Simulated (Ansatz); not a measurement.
# Rh (Fm-3m, 1 atom in the cell): converging a phonon calculation, part 2 of 3

How do the frequencies of Rh (Fm-3m, 1 atom in the cell) move with q mesh, k mesh and cutoff?

Ansatz 0.2.0; DFT PBEsol, scalar-relativistic, plane waves, PAW.

So far, highest frequency on the path or at a solved wavevector (cm⁻¹): step 3 (phonons on a q mesh) 250; step 4 (q mesh 2×2×2) 250. The relaxed cell has a = 3.780 Å (conventional setting).

The database entry behind the starting cell differs from later determinations by our own check (an axis about 0.2 % short against later determinations), so it need not match the best structure at ambient conditions.

## (8) Another k mesh, k-mesh 6×6×6, q mesh 2×2×2

The k mesh is changed to 6×6×6 on a small fixed q mesh, to find the coarsest that serves.

Contents of input.yaml:

```yaml
crystal:
  lattice:
    - [0.0, 1.8898314674, 1.8898314674]
    - [1.8898314674, 0.0, 1.8898314674]
    - [1.8898314674, 1.8898314674, 0.0]
  atoms:
    - { symbol: Rh, position: [0.0, 0.0, 0.0] }
kpoints:
  mp_grid: { grid: [6, 6, 6] }
hamiltonian:
  xc: pbesol
scf:
  occupations: { method: methfessel_paxton, width: 0.15 }
output:
  eigenvalues: true
phonons:
  method: dfpt
  qmesh: [2, 2, 2]
  temperatures: { t_max: 1000, t_step: 50 }
  qpath:
    path:
      - [[0.0, 0.0, 0.0], [0.5, 0.0, 0.5], [0.625, 0.25, 0.625]]
      - [[0.375, 0.375, 0.75], [0.0, 0.0, 0.0], [0.5, 0.5, 0.5], [0.5, 0.25, 0.75], [0.5, 0.0, 0.5]]
    npoints: 10
```

On the command line:

```sh
$ ansatz run input.yaml --threads 4 --pin off --max-ram 7168MiB --backend cpu --events-out ev --progress --plain --runs-dir out
```

Numbers of over 12 decimals in the logs are rounded to 6 here.

What it wrote:

```text
[...]
Crystal: 1 atoms, lattice volume = 13.499 Å³
Basis set: ecut = 420 eV, 259 PW (Γ), exchange–correlation on 36×36×36 points (8 copies of the dense FFT grid, shifted against one another)
Bands: 13, of which v1, the nominal top of the filled ones, is band 9 counted from 1 (8 counted from 0)
Symmetry: 48 space group operations
k-points: 16 of 216
[...]
SCF iter   1: F=—  HF=-6338.665689 eV  |F-HF|=—  |Δ(HF+E_count)|=         —  Δρ=1.44e-2  dr2=1.32e-2  ethr=1.77e-3  ⟨swp⟩=4.7  Hψ=1110  notcnv=0
[...]
SCF iter   7: F=-6338.661630 eV  HF=-6338.661630 eV  |F-HF|=0.00e0  |Δ(HF+E_count)|=  1.18e-11  S|Δr|=    0.00e0  Δρ=3.50e-7  dr2=2.78e-12  ethr=1.00e-12  ⟨swp⟩=6.2  Hψ=962  notcnv=0
SCF 1 converged in 7 iterations: F = -6338.661630 eV  dr2 = 2.78e-12
[...]
SCF converged after 7 iterations
[...]
Free energy (F): -6338.661630 eV
[...]
Internal energy: -6338.660496 eV  (E = F + TS)
E sigma→0 (E₀):  -6338.661347 eV
Entropy (-TS):   -0.001134 eV (-1.134 meV/atom)
Fermi energy:    22.587012 eV
[...]
--- Band table (eV; the first three rows and the last of 16) ---
  k-point 0: bands = [... 5 lower, 19.5894, 19.5894, 19.5894, 21.7493, 21.7493, 38.4983, 43.9020, 43.9020]
  k-point 1: bands = [... 5 lower, 19.2467, 19.9198, 19.9198, 21.6397, 21.6397, 39.7927, 40.3075, 45.4747]
  k-point 2: bands = [... 5 lower, 19.7747, 19.7747, 20.6788, 22.5325, 22.5325, 35.2750, 39.2827, 46.2060]
  k-point 15: bands = [... 5 lower, 17.6323, 20.4535, 22.0702, 23.8078, 30.0835, 34.3098, 34.4399, 35.6562]
[...]
ASR residual: 7.912e-6 → 0.000e0 eV/Å²; symmetrization residual: 3.335e-12 eV/Å²
  ASR residual per site (eV/Å²): 7.91e-6
  Γ frequencies (cm⁻¹): 0.00 0.00 0.00
--- Phonons (arbitrary-q DFPT): 3 irreducible q on the 2×2×2 mesh ---
[...]
interpolated dispersion: 62 rows × 3 modes
[...]
```

Elapsed: 1.4 s, on 4 threads of Arm Neoverse V2, shared host; peak memory 0.32 GiB.

The run finished; it serves as a test, and its numbers are not taken as the result.

## (9) Another k mesh, k-mesh 10×10×10, q mesh 2×2×2

The k mesh is changed to 10×10×10 on a small fixed q mesh, to find the coarsest that serves.

input.yaml, as its differences from that of step 8:

```diff
@@ -8,3 +8,3 @@
 kpoints:
-  mp_grid: { grid: [6, 6, 6] }
+  mp_grid: { grid: [10, 10, 10] }
 hamiltonian:
```

What it wrote:

```text
[...]
Crystal: 1 atoms, lattice volume = 13.499 Å³
Basis set: ecut = 420 eV, 259 PW (Γ), exchange–correlation on 36×36×36 points (8 copies of the dense FFT grid, shifted against one another)
Bands: 13, of which v1, the nominal top of the filled ones, is band 9 counted from 1 (8 counted from 0)
Symmetry: 48 space group operations
k-points: 47 of 1000
[...]
SCF iter   1: F=—  HF=-6338.757624 eV  |F-HF|=—  |Δ(HF+E_count)|=         —  Δρ=9.82e-3  dr2=1.04e-2  ethr=1.77e-3  ⟨swp⟩=4.7  Hψ=3313  notcnv=0
[...]
SCF iter   7: F=-6338.754435 eV  HF=-6338.754435 eV  |F-HF|=1.82e-12  |Δ(HF+E_count)|=  3.09e-11  S|Δr|=    0.00e0  Δρ=2.76e-7  dr2=4.08e-12  ethr=1.00e-12  ⟨swp⟩=5.0  Hψ=2722  notcnv=0
SCF 1 converged in 7 iterations: F = -6338.754435 eV  dr2 = 4.08e-12
[...]
SCF converged after 7 iterations
[...]
Free energy (F): -6338.754435 eV
[...]
Internal energy: -6338.753686 eV  (E = F + TS)
E sigma→0 (E₀):  -6338.754248 eV
Entropy (-TS):   -0.000749 eV (-0.749 meV/atom)
Fermi energy:    22.816746 eV
[...]
--- Band table (eV; the first three rows and the last of 47) ---
  k-point 0: bands = [... 5 lower, 19.5819, 19.5819, 19.5819, 21.7590, 21.7590, 38.4838, 43.9115, 43.9115]
  k-point 1: bands = [... 5 lower, 19.4124, 19.7342, 19.7342, 21.6800, 21.6800, 39.0520, 42.1672, 44.5026]
  k-point 2: bands = [... 5 lower, 19.2251, 19.9672, 19.9672, 21.7039, 21.7039, 39.3192, 40.1047, 46.1015]
  k-point 46: bands = [... 5 lower, 18.0554, 19.7577, 21.7518, 23.7999, 31.0614, 33.7231, 34.1697, 35.6055]
[...]
ASR residual: 1.611e-4 → 0.000e0 eV/Å²; symmetrization residual: 1.516e-12 eV/Å²
  ASR residual per site (eV/Å²): 1.61e-4
  Γ frequencies (cm⁻¹): 0.00 0.00 0.00
--- Phonons (arbitrary-q DFPT): 3 irreducible q on the 2×2×2 mesh ---
[...]
interpolated dispersion: 62 rows × 3 modes
[...]
```

Wall time 3.5 s (4 threads); peak memory 0.46 GiB.

The run finished; it serves as a test, and its numbers are not taken as the result.

## (10) Another k mesh, k-mesh 16×16×16, q mesh 2×2×2

The k mesh is changed to 16×16×16 on a small fixed q mesh, to find the coarsest that serves.

input.yaml, as its differences from that of step 9:

```diff
@@ -8,3 +8,3 @@
 kpoints:
-  mp_grid: { grid: [10, 10, 10] }
+  mp_grid: { grid: [16, 16, 16] }
 hamiltonian:
```

What it wrote:

```text
[...]
Crystal: 1 atoms, lattice volume = 13.499 Å³
Basis set: ecut = 420 eV, 259 PW (Γ), exchange–correlation on 36×36×36 points (8 copies of the dense FFT grid, shifted against one another)
Bands: 13, of which v1, the nominal top of the filled ones, is band 9 counted from 1 (8 counted from 0)
Symmetry: 48 space group operations
k-points: 145 of 4096
[...]
k-point 144: bands = [... 5 lower, 18.8388, 18.8388, 21.5310, 23.8076, 32.4703, 32.4703, 34.0908, 35.5687]
[...]
ASR residual: 1.696e-4 → 0.000e0 eV/Å²; symmetrization residual: 6.474e-13 eV/Å²
  ASR residual per site (eV/Å²): 1.70e-4
  Γ frequencies (cm⁻¹): 0.00 0.00 0.00
--- Phonons (arbitrary-q DFPT): 3 irreducible q on the 2×2×2 mesh ---
[...]
interpolated dispersion: 62 rows × 3 modes
[...]
[key lines of the parts left out:]
SCF converged after 7 iterations
Free energy (F): -6338.744778 eV
Fermi energy:    22.767649 eV
```

Run time: 11 s. Hardware: 4 threads; peak memory 0.74 GiB; 40 s of CPU time.

Against step 4 (now k-mesh 16×16×16), the lowest mode on the q mesh (acoustic modes at Γ apart) goes from 145 cm⁻¹ to 141 cm⁻¹ and the mean frequency goes from 179 cm⁻¹ to 177 cm⁻¹.

## (11) Another k mesh, q mesh 2×2×2

The k mesh is changed to 20×20×20 on a small fixed q mesh, to find the coarsest that serves.

input.yaml, as its differences from that of step 10:

```diff
@@ -8,3 +8,3 @@
 kpoints:
-  mp_grid: { grid: [16, 16, 16] }
+  mp_grid: { grid: [20, 20, 20] }
 hamiltonian:
```

What it wrote:

```text
[...]
Crystal: 1 atoms, lattice volume = 13.499 Å³
Basis set: ecut = 420 eV, 259 PW (Γ), exchange–correlation on 36×36×36 points (8 copies of the dense FFT grid, shifted against one another)
Bands: 13, of which v1, the nominal top of the filled ones, is band 9 counted from 1 (8 counted from 0)
Symmetry: 48 space group operations
k-points: 256 of 8000
[...]
k-point 255: bands = [... 5 lower, 18.8377, 18.8377, 21.5303, 23.8060, 32.4697, 32.4697, 34.0904, 35.5686]
[...]
ASR residual: 1.655e-4 → 0.000e0 eV/Å²; symmetrization residual: 3.486e-12 eV/Å²
  ASR residual per site (eV/Å²): 1.66e-4
  Γ frequencies (cm⁻¹): 0.00 0.00 0.00
--- Phonons (arbitrary-q DFPT): 3 irreducible q on the 2×2×2 mesh ---
[...]
interpolated dispersion: 62 rows × 3 modes
[...]
[key lines of the parts left out:]
SCF converged after 7 iterations
Free energy (F): -6338.746683 eV
Fermi energy:    22.779576 eV
```

The job ended after 20 s (4 threads; peak memory 1.2 GiB).

Against step 10 (now k-mesh 20×20×20), the lowest mode on the q mesh (acoustic modes at Γ apart) goes from 141 cm⁻¹ to 145 cm⁻¹ and the mean frequency goes from 177 cm⁻¹ to 179 cm⁻¹.

## (12) Another k mesh, k-mesh 30×30×30, q mesh 2×2×2

The k mesh is changed to 30×30×30 on a small fixed q mesh, to find the coarsest that serves.

input.yaml, as its differences from that of step 11:

```diff
@@ -8,3 +8,3 @@
 kpoints:
-  mp_grid: { grid: [20, 20, 20] }
+  mp_grid: { grid: [30, 30, 30] }
 hamiltonian:
```

What it wrote:

```text
[...]
Crystal: 1 atoms, lattice volume = 13.499 Å³
Basis set: ecut = 420 eV, 259 PW (Γ), exchange–correlation on 36×36×36 points (8 copies of the dense FFT grid, shifted against one another)
Bands: 13, of which v1, the nominal top of the filled ones, is band 9 counted from 1 (8 counted from 0)
Symmetry: 48 space group operations
k-points: 752 of 27000
[...]
k-point 751: bands = [... 5 lower, 18.5588, 19.1278, 21.5529, 23.8019, 32.0124, 32.9074, 34.0979, 35.5704]
[...]
ASR residual: 1.785e-4 → 0.000e0 eV/Å²; symmetrization residual: 4.547e-13 eV/Å²
  ASR residual per site (eV/Å²): 1.78e-4
  Γ frequencies (cm⁻¹): 0.00 0.00 0.00
--- Phonons (arbitrary-q DFPT): 3 irreducible q on the 2×2×2 mesh ---
[...]
interpolated dispersion: 62 rows × 3 modes
[...]
[key lines of the parts left out:]
SCF converged after 7 iterations
Free energy (F): -6338.746270 eV
Fermi energy:    22.770659 eV
```

It took 65 s on 4 threads; peak memory 3.1 GiB.

Frequencies (cm⁻¹) solved at each irreducible wavevector; negative means imaginary. Frequencies by wavevector, by row:

| q in reciprocal lattice units | star | mode 1 | mode 2 | mode 3 |
| --- | --- | --- | --- | --- |
| 0 0 0 | 1 | 0 | 0 | 0 |
| 0 0 -0.5 | 4 | 143.5 | 143.5 | 250.7 |
| 0 -0.5 -0.5 | 3 | 190.8 | 190.8 | 238.1 |

Against step 4 (now k-mesh 30×30×30), the highest frequency on the path or at a solved wavevector goes from 250 to 251 cm⁻¹. The highest frequency on the path or at a solved wavevector moves by under 1 % between these two settings.

## (13) Comparing the runs

Times are for 4 threads of Arm Neoverse V2, shared host. The series side by side:

| no. | k-mesh | lowest mode on the q mesh (acoustic modes at Γ apart) (cm⁻¹) | highest frequency on the path or at a solved wavevector (cm⁻¹) | time | memory (GiB) |
| --- | --- | --- | --- | --- | --- |
| 1 | 16×16×16 | 140.6 | 251.7 | 11 s | 0.74 |
| 2 | 20×20×20 | 144.8 | 250.0 | 20 s | 1.2 |
| 3 | 30×30×30 | 143.5 | 250.7 | 65 s | 3.1 |

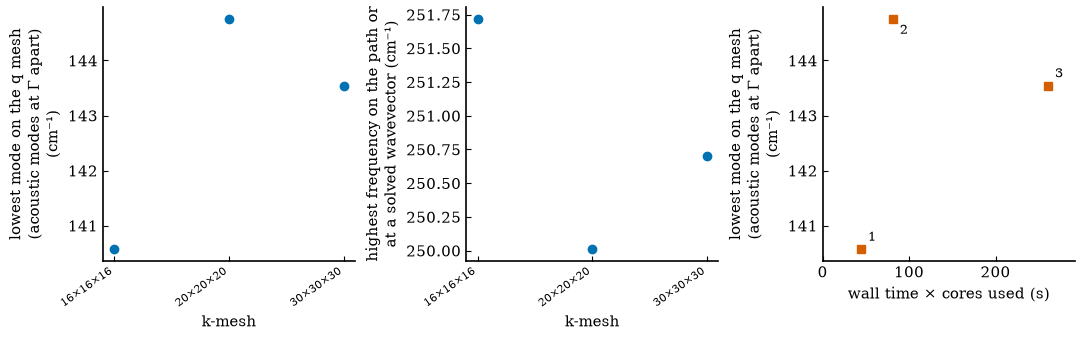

The series as plots; the last panel sets the first result against cost, with the runs numbered as in the table.

The runs together. The phonon density of states by wavenumber; read off at these points; values in 1/cm⁻¹/cell:

| wavenumber (cm⁻¹) | 16×16×16 | 20×20×20 | 30×30×30 |
| --- | --- | --- | --- |
| 20.0 | 1.4e-4 | 1.3e-4 | 1.3e-4 |
| 40.0 | 6.0e-4 | 5.6e-4 | 5.7e-4 |
| 60.0 | 0.00146 | 0.00134 | 0.00138 |
| 80.0 | 0.00286 | 0.00264 | 0.00271 |
| 100.0 | 0.0051 | 0.00468 | 0.00482 |
| 120.0 | 0.00899 | 0.00814 | 0.00846 |
| 140.0 | 0.0197 | 0.0158 | 0.0169 |
| 160.0 | 0.0246 | 0.0249 | 0.0253 |
| 180.0 | 0.0276 | 0.0282 | 0.0286 |
| 189.0 | 0.0290 | 0.0298 | 0.0301 |
| 191.0 | 0.0288 | 0.0301 | 0.0267 |
| 200.0 | 0.0194 | 0.0192 | 0.0190 |
| 220.0 | 0.0187 | 0.0119 | 0.0136 |
| 227.0 | 0.0509 | 0.0399 | 0.0428 |
| 229.0 | 0.0353 | 0.0421 | 0.0450 |
| 231.0 | 0.026 | 0.0453 | 0.0426 |
| 240.0 | 0.0122 | 0.0151 | 0.0126 |

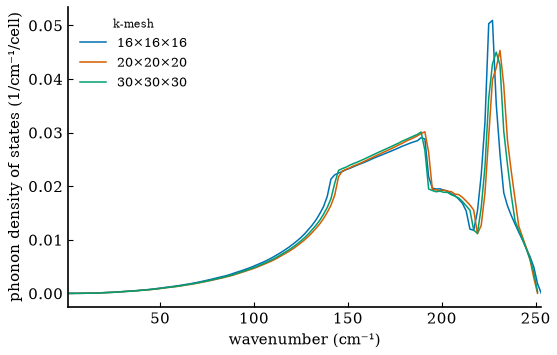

Phonon density of states, plotted against wavenumber.

The runs together, line C_V. The C_V by temperature; values in J/mol-atom/K:

| temperature (K) | 16×16×16 | 20×20×20 | 30×30×30 |
| --- | --- | --- | --- |
| 0 | 0 | 0 | 0 |
| 50 | 4.95 | 4.76 | 4.84 |
| 100 | 14.9 | 14.8 | 14.8 |
| 150 | 19.6 | 19.5 | 19.5 |
| 200 | 21.7 | 21.6 | 21.7 |
| 250 | 22.8 | 22.8 | 22.8 |
| 300 | 23.4 | 23.4 | 23.4 |
| 350 | 23.8 | 23.8 | 23.8 |
| 400 | 24.1 | 24.1 | 24.1 |
| 450 | 24.3 | 24.2 | 24.2 |
| 500 | 24.4 | 24.4 | 24.4 |
| 550 | 24.5 | 24.5 | 24.5 |
| 600 | 24.6 | 24.5 | 24.5 |
| 650 | 24.6 | 24.6 | 24.6 |
| 700 | 24.7 | 24.6 | 24.6 |
| 750 | 24.7 | 24.7 | 24.7 |
| 800 | 24.7 | 24.7 | 24.7 |
| 850 | 24.7 | 24.7 | 24.7 |
| 900 | 24.8 | 24.8 | 24.8 |
| 950 | 24.8 | 24.8 | 24.8 |
| 1000 | 24.8 | 24.8 | 24.8 |

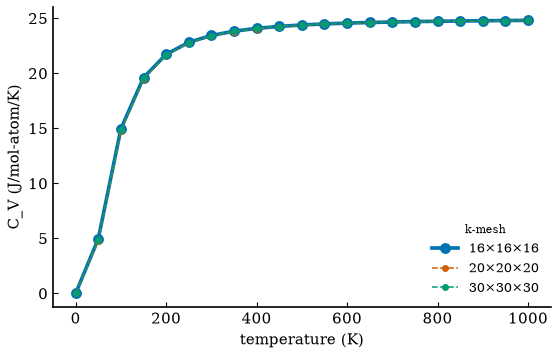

C_V against temperature.

## (14) Another cutoff, cutoff 170 eV, q mesh 2×2×2

The cutoff is set to 170 eV on a small fixed q mesh.

input.yaml, as its differences from that of step 12:

```diff
@@ -8,3 +8,3 @@
 kpoints:
-  mp_grid: { grid: [30, 30, 30] }
+  mp_grid: { grid: [20, 20, 20] }
 hamiltonian:
@@ -24 +24,3 @@
     npoints: 10
+basis:
+  ecutwfc: 170
```

What it wrote:

```text
Warning: basis.ecutwfc = 170 eV is below the records' recommended 420 eV, and the density's cutoff is lower with it unless basis.ecutrho_ratio is high enough to keep the records' density cutoff: compare with a run at a higher cutoff
[...]
Crystal: 1 atoms, lattice volume = 13.499 Å³
Basis set: ecut = 170 eV, 65 PW (Γ), exchange–correlation on 24×24×24 points (8 copies of the dense FFT grid, shifted against one another)
Bands: 13, of which v1, the nominal top of the filled ones, is band 9 counted from 1 (8 counted from 0)
Symmetry: 48 space group operations
k-points: 256 of 8000
[...]
SCF iter   1: F=—  HF=-6315.290627 eV  |F-HF|=—  |Δ(HF+E_count)|=         —  Δρ=3.71e-1  dr2=1.09e1  ethr=1.77e-3  ⟨swp⟩=4.8  Hψ=16253  notcnv=0
[...]
SCF iter   7: F=-6310.558424 eV  HF=-6310.558424 eV  |F-HF|=9.09e-13  |Δ(HF+E_count)|=   1.39e-9  S|Δr|=    0.00e0  Δρ=3.46e-7  dr2=7.67e-12  ethr=1.00e-12  ⟨swp⟩=3.7  Hψ=14381  notcnv=0
SCF 1 converged in 7 iterations: F = -6310.558424 eV  dr2 = 7.67e-12
[...]
SCF converged after 7 iterations
[...]
Free energy (F): -6310.558424 eV
[...]
Internal energy: -6310.558679 eV  (E = F + TS)
E sigma→0 (E₀):  -6310.558488 eV
Entropy (-TS):   0.000255 eV (0.255 meV/atom)
Fermi energy:    22.406986 eV
[...]
--- Band table (eV; the first three rows and the last of 256) ---
  k-point 0: bands = [... 5 lower, 20.2002, 20.2002, 20.2002, 21.2022, 21.2022, 39.4209, 44.9029, 44.9029]
  k-point 1: bands = [... 5 lower, 20.1497, 20.2460, 20.2460, 22.2836, 22.2836, 39.5766, 44.5048, 45.4147]
  k-point 2: bands = [... 5 lower, 20.0118, 20.3650, 20.3650, 22.1937, 22.1937, 40.0177, 43.2562, 45.9248]
  k-point 255: bands = [... 5 lower, 19.0481, 19.0481, 21.9327, 22.8337, 34.0976, 34.3244, 34.3244, 38.1762]
[...]
ASR residual: 1.118e-4 → 0.000e0 eV/Å²; symmetrization residual: 3.790e-13 eV/Å²
  ASR residual per site (eV/Å²): 1.12e-4
  Γ frequencies (cm⁻¹): 0.00 0.00 0.00
--- Phonons (arbitrary-q DFPT): 3 irreducible q on the 2×2×2 mesh ---
[...]
interpolated dispersion: 62 rows × 3 modes
[...]
zero-point energy: 0.001334 eV/cell   skipped modes (ω ≤ 0): 1654, of them read as no rigid motion or as one in doubt: 1651 (2.710e0 modes/cell left out, lowest -397.43 cm⁻¹)   left out of the sums: 9.03e-1 of the cell's modes: C_V's classical limit lies that fraction below 3 k_B per atom; for a crystal, a wire or a layer, F and S can be off by more, and a phonons.interpolated_qmesh denser along its periods is the remedy for the sampling
```

Run time: 12 s. Hardware: 4 threads; peak memory 0.98 GiB.

The run finished; it serves as a test, and its numbers are not taken as the result.

## (15) Another cutoff, cutoff 230 eV, q mesh 2×2×2

The cutoff is set to 230 eV on a small fixed q mesh.

input.yaml, as its differences from that of step 14:

```diff
@@ -25,2 +25,2 @@
 basis:
-  ecutwfc: 170
+  ecutwfc: 230
```

What it wrote:

```text
[...]
Crystal: 1 atoms, lattice volume = 13.499 Å³
Basis set: ecut = 230 eV, 113 PW (Γ), exchange–correlation on 30×30×30 points (8 copies of the dense FFT grid, shifted against one another)
Bands: 13, of which v1, the nominal top of the filled ones, is band 9 counted from 1 (8 counted from 0)
Symmetry: 48 space group operations
k-points: 256 of 8000
[...]
SCF iter   1: F=—  HF=-6335.205749 eV  |F-HF|=—  |Δ(HF+E_count)|=         —  Δρ=9.40e-2  dr2=5.68e-1  ethr=1.77e-3  ⟨swp⟩=4.9  Hψ=16051  notcnv=0
[...]
SCF iter   7: F=-6334.983163 eV  HF=-6334.983163 eV  |F-HF|=1.82e-12  |Δ(HF+E_count)|=  2.29e-10  S|Δr|=    0.00e0  Δρ=2.80e-7  dr2=4.63e-12  ethr=1.00e-12  ⟨swp⟩=4.1  Hψ=14733  notcnv=0
SCF 1 converged in 7 iterations: F = -6334.983163 eV  dr2 = 4.63e-12
[...]
SCF converged after 7 iterations
[...]
Free energy (F): -6334.983163 eV
[...]
Internal energy: -6334.983770 eV  (E = F + TS)
E sigma→0 (E₀):  -6334.983315 eV
Entropy (-TS):   0.000607 eV (0.607 meV/atom)
Fermi energy:    22.780326 eV
[...]
--- Band table (eV; the first three rows and the last of 256) ---
  k-point 0: bands = [... 5 lower, 19.5086, 19.5086, 19.5086, 21.6003, 21.6003, 38.7097, 44.2003, 44.2003]
  k-point 1: bands = [... 5 lower, 19.4663, 19.5500, 19.5500, 21.5807, 21.5807, 38.8552, 43.6355, 44.3468]
  k-point 2: bands = [... 5 lower, 19.3566, 19.6621, 19.6621, 21.5371, 21.5371, 39.2577, 42.4058, 44.7759]
  k-point 255: bands = [... 5 lower, 18.8717, 18.8717, 21.3753, 23.6853, 32.6406, 32.6406, 34.0708, 35.5830]
[...]
ASR residual: 2.072e-5 → 0.000e0 eV/Å²; symmetrization residual: 6.158e-14 eV/Å²
  ASR residual per site (eV/Å²): 2.07e-5
  Γ frequencies (cm⁻¹): 0.00 0.00 0.00
--- Phonons (arbitrary-q DFPT): 3 irreducible q on the 2×2×2 mesh ---
[...]
interpolated dispersion: 62 rows × 3 modes
[...]
```

Elapsed: 14 s, on 4 threads; peak memory 0.88 GiB; 48 s of CPU time.

The run finished; it serves as a test, and its numbers are not taken as the result.

[end of part 2 of 3]

[Logs are printed without paths, hosts, clocks, repeated set-up lines and the standing remarks that a program may print on its own settings, such as how far it seeks lower states.]

[Hosts, paths, dates, database ids (printed as entryN), source tags and the programs' standing remarks are cut or masked in the printed files.]
